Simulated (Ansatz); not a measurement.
# CCSD(T)/cc-pVTZ run of CH3Al (SMILES C[Al])

Aim: the electronic atomisation energy of CH3Al at CCSD(T)/cc-pVTZ, from 4 runs. 

The results are computed with Ansatz 0.2.0.

68 further runs of the same task are left out: 68 set aside as unsound or not needed.

### Step 1. The structure to begin with

CH3Al has 5 atoms, charge 0, and is taken as a singlet. SMILES: `C[Al]`. The shape is that of a PBE0-D4/def2-TZVP optimisation.

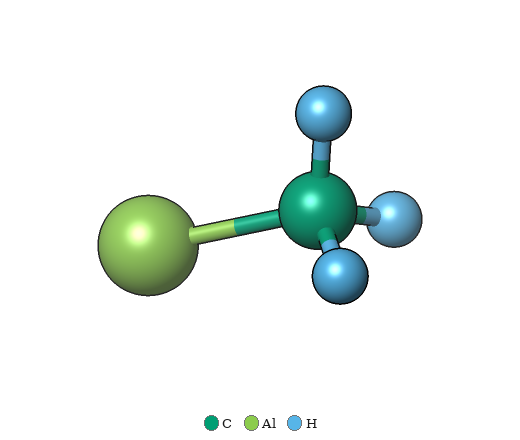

The structure, seen from a chosen angle (carbon teal, aluminium green, hydrogen blue).

### Step 2. The energy at CCSD(T)/cc-pVTZ

input.yaml

```yaml
crystal:
  periodic: [false, false, false]
  atoms:
    - symbol: C
      position_ang: [-0.131220, -0.057510, 0.054000]
    - symbol: Al
      position_ang: [1.572690, 0.689240, -0.647230]
    - symbol: H
      position_ang: [-0.230740, -1.127460, -0.171770]
    - symbol: H
      position_ang: [-0.205100, 0.049890, 1.144270]
    - symbol: H
      position_ang: [-1.005630, 0.445840, -0.379270]
basis:
  gaussian: {orbitals: cc-pVTZ}
magnetization: {spin_polarized: false, initial_magnetization: 0}
correlation: {method: ccsd_t, frozen_orbitals: {Al: 5, C: 1, H: 0}}
accuracy: high
scf: {omitted_lower_state_checks: [cluster_reference, increment]}
```

Launch:

```
$ ansatz run input.yaml --threads 1 --pin off --max-ram 3480MiB --events-out events.jsonl --progress --plain --runs-dir runs
```

The log of the run:

```text
Warning: RAYON_NUM_THREADS=1 ignored (pool sized by the plan → 1); use --threads N
Functional definition: HF
  name "HF"
  exchange = exact_x
  correlation = 0
these checks for a lower state are left out or cut short: cluster_reference, increment
1819 factors; integrals over basis functions are off by at most 3.2e-9 eV
mean field evaluation 1: about -7658.2197 eV, gradient 3.0e1 eV
mean field evaluation 2: about -7658.2222 eV, gradient 3.0e1 eV
mean field evaluation 4: about -7660.6585 eV, gradient 2.2e0 eV
mean field evaluation 8: about -7660.6951 eV, gradient 8.4e-2 eV
mean field evaluation 16: about -7660.6951 eV, gradient 2.1e-8 eV
mean field -7660.69512204 eV, -281.5253531293 hartree, gradient 2.1e-8 eV, S^2 0.000000; 0 other end points of the search recorded, 0 dependent functions left out; unrestricted orbitals would lower it
6 core orbitals not correlated: weight in the atoms' cores, before any rotation towards them, 1.000 or more for the frozen orbitals, at most 0.000 for the correlated occupied ones
reference -7660.69512204 eV, -281.5253531293 hartree; 5, 5 occupied and 95, 95 virtual orbitals, 1819 factors
second order -6.53782116 eV of doubles, -0.00000000 eV of singles
cycle   1  -7.02120920 eV  change   -4.8e-1 eV  update   7.2e-2
cycle   2  -7.28452402 eV  change   -2.6e-1 eV  update   3.0e-2
cycle   3  -7.31307096 eV  change   -2.9e-2 eV  update   1.1e-2
cycle   4  -7.30968027 eV  change    3.4e-3 eV  update   3.2e-3
cycle   5  -7.30958851 eV  change    9.2e-5 eV  update   8.2e-4
cycle   6  -7.30941506 eV  change    1.7e-4 eV  update   2.9e-4
cycle   7  -7.30939868 eV  change    1.6e-5 eV  update   8.9e-5
cycle   8  -7.30943277 eV  change   -3.4e-5 eV  update   2.8e-5
cycle   9  -7.30943210 eV  change    6.6e-7 eV  update   8.0e-6
cycle  10  -7.30943103 eV  change    1.1e-6 eV  update   2.2e-6
cycle  11  -7.30943216 eV  change   -1.1e-6 eV  update   6.6e-7
cycle  12  -7.30943221 eV  change   -4.8e-8 eV  update   2.4e-7
cycle  13  -7.30943230 eV  change   -1.0e-7 eV  update   7.8e-8
cycle  14  -7.30943226 eV  change    4.3e-8 eV  update   4.3e-8
cycle  15  -7.30943224 eV  change    2.6e-8 eV  update   2.7e-8
cycle  16  -7.30943215 eV  change    8.7e-8 eV  update   1.5e-7
cycle  17  -7.30943203 eV  change    1.2e-7 eV  update   6.5e-8
cycle  18  -7.30943198 eV  change    4.4e-8 eV  update   2.2e-8
cycle  19  -7.30943198 eV  change    4.2e-9 eV  update   6.7e-9
cycle  20  -7.30943198 eV  change    1.7e-9 eV  update   3.3e-9
cycle  21  -7.30943198 eV  change    1.0e-9 eV  update   1.8e-9
cycle  22  -7.30943198 eV  change   1.6e-10 eV  update  6.2e-10
perturbative correction -0.26174153 eV, -0.0096188240 hartree
Total energy: -7668.26629555 eV, -281.8035886239 hartree
Checks for a lower state left out: cluster_reference, increment
```

Run time: 6.3 s. Hardware: 1 thread of Intel Xeon 6975P-C (Granite Rapids), shared host; peak memory 0.68 GiB.

### Step 3. The Al atom

run.yaml

```yaml
crystal:
  periodic: [false, false, false]
  atoms:
    - symbol: Al
      position_ang: [0.000000, 0.000000, 0.000000]
basis:
  gaussian:
    orbitals: cc-pVTZ
total_charge: 0
magnetization:
  spin_polarized: true
  initial_magnetization: 1
correlation:
  method: ccsd_t
  frozen_orbitals: {Al: 5}
accuracy: high
scf:
  omitted_lower_state_checks: [cluster_reference, increment]
```

Launch:

```
$ ansatz run run.yaml --threads 1 --pin off --max-ram 3480MiB --events-out events.jsonl --progress --plain --runs-dir runs
```

The log of the run:

```text
Warning: RAYON_NUM_THREADS=1 ignored (pool sized by the plan → 1); use --threads N
[... 4 set-up lines as earlier in the session ...]
these checks for a lower state are left out or cut short: cluster_reference, increment
344 factors; integrals over basis functions are off by at most 2.9e-9 eV
mean field evaluation 1: about -6581.6551 eV, gradient 2.9e0 eV
mean field evaluation 2: about -6581.6552 eV, gradient 2.9e0 eV
mean field evaluation 4: about -6581.8636 eV, gradient 2.3e-1 eV
mean field evaluation 8: about -6581.8641 eV, gradient 2.8e-8 eV
mean field evaluation 16: about -6581.8641 eV, gradient 2.4e-3 eV
mean field evaluation 32: about -6581.8641 eV, gradient 2.4e-3 eV
mean field -6581.86413536 eV, -241.8790456268 hartree, gradient 4.1e-8 eV, S^2 0.769626; 5 other end points of the search recorded, 0 dependent functions left out
5 core orbitals not correlated: weight in the atoms' cores, before any rotation towards them, 1.000 or more for the frozen orbitals, at most 0.000 for the correlated occupied ones
reference -6581.86413536 eV, -241.8790456268 hartree; 2, 1 occupied and 27, 28 virtual orbitals, 344 factors
second order -0.97556159 eV of doubles, -0.00000000 eV of singles
cycle   1  -1.22484604 eV  change   -2.5e-1 eV  update   6.0e-2
cycle   2  -1.37675921 eV  change   -1.5e-1 eV  update   2.8e-2
cycle   3  -1.38581592 eV  change   -9.1e-3 eV  update   5.9e-3
cycle   4  -1.38881156 eV  change   -3.0e-3 eV  update   1.3e-3
cycle   5  -1.38792913 eV  change    8.8e-4 eV  update   2.2e-4
cycle   6  -1.38824675 eV  change   -3.2e-4 eV  update   6.4e-5
cycle   7  -1.38815247 eV  change    9.4e-5 eV  update   1.9e-5
cycle   8  -1.38817936 eV  change   -2.7e-5 eV  update   5.4e-6
cycle   9  -1.38817745 eV  change    1.9e-6 eV  update   8.4e-7
cycle  10  -1.38817767 eV  change   -2.2e-7 eV  update   2.1e-7
cycle  11  -1.38817760 eV  change    6.5e-8 eV  update   5.7e-8
cycle  12  -1.38817768 eV  change   -7.7e-8 eV  update   2.3e-8
cycle  13  -1.38817766 eV  change    1.9e-8 eV  update   2.0e-8
cycle  14  -1.38817765 eV  change    1.0e-8 eV  update   2.9e-8
cycle  15  -1.38817765 eV  change   -5.7e-9 eV  update   9.7e-9
cycle  16  -1.38817765 eV  change    1.4e-9 eV  update   2.0e-9
cycle  17  -1.38817765 eV  change  -3.5e-10 eV  update  6.3e-10
cycle  18  -1.38817765 eV  change  -4.6e-10 eV  update  3.2e-10
cycle  19  -1.38817765 eV  change  -5.2e-11 eV  update  1.3e-10
perturbative correction -0.03111276 eV, -0.0011433730 hartree
Total energy: -6583.28342578 eV, -241.9312035876 hartree
Checks for a lower state left out: cluster_reference, increment
```

Run time: 0.32 s. Hardware: 1 thread of Intel Xeon 6975P-C (Granite Rapids), shared host.

### Step 4. The C atom at the same level

molecule.yaml

```yaml
crystal:
  periodic: [false, false, false]
  atoms:
    - symbol: C
      position_ang: [0.000000, 0.000000, 0.000000]
basis:
  gaussian:
    orbitals: cc-pVTZ
magnetization:
  spin_polarized: true
  initial_magnetization: 2
accuracy: high
scf:
  omitted_lower_state_checks: [cluster_reference, increment]
correlation:
  method: ccsd_t
  frozen_orbitals: {C: 1}
```

Run the same way, it converges to -37.78076 Eh (log not shown).

### Step 5. The H atom: the energy at UHF/cc-pVTZ

job.yaml

```yaml
basis:
  gaussian: {orbitals: cc-pVTZ}
crystal:
  periodic: [false, false, false]
  atoms:
    - symbol: H
      position_ang: [0.000000, 0.000000, 0.000000]
accuracy: high
magnetization: {spin_polarized: true, initial_magnetization: 1}
hamiltonian: {xc: hf}
```

Run the same way, it converges to -0.49981 Eh (log not shown).

### Step 6. Results

Level: CCSD(T)/cc-pVTZ, 6 core orbitals frozen.

| quantity | value |
| --- | --- |
| molecule: total energy | -281.80359 Eh |
| molecule: correlation energy (6 core orbitals frozen) | -278.2 mEh |
| molecule: (T) correction | -9.62 mEh |
| molecule: T1 diagnostic | 0.012 |
| Al atom: total energy | -241.93120 Eh |
| Al atom: correlation energy (5 core orbitals frozen) | -52.2 mEh |
| Al atom: (T) correction | -1.14 mEh |
| Al atom: ⟨S²⟩ of the reference determinant | 0.770 |
| Al atom: T1 diagnostic | 0.018 |
| C atom: total energy | -37.78076 Eh |
| C atom: correlation energy (1 core orbital frozen) | -89.2 mEh |
| C atom: (T) correction | -2.04 mEh |
| C atom: ⟨S²⟩ of the reference determinant | 2.009 |
| C atom: T1 diagnostic | 0.008 |
| H atom: total energy | -0.49981 Eh |
| H atom: ⟨S²⟩ | 0.750 |
| electronic atomisation energy | 16.114 eV |

In words: Taking the molecule apart into free atoms costs 16.11 eV (372 kcal/mol), before zero-point energy and without spin-orbit coupling. The restricted solution (molecule) is unstable to spin breaking: an unrestricted one lies lower. The triples (molecule) make up 3.5 % of the correlation energy. The triples (Al atom) make up 2.2 % of the correlation energy. The triples (C atom) make up 2.3 % of the correlation energy.
